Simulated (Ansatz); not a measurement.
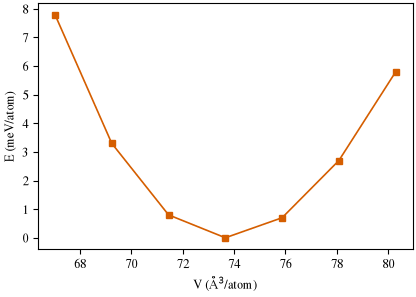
K (bcc (W type), space group No. 229) under volume change, plane-wave PAW PBE (Ansatz code), scaled uniformly.

Problem. What does a third-order Birch–Murnaghan fit give for V₀, B₀ and B′?

Solution. V₀ = 73.66 Å³/atom, B₀ = 3.6 GPa, B′ = 3.8.

Space group Im-3m (bcc (W type)). Symmetry was held in the PBE relaxation.

Potentials: the later of the program's two PAW sets.
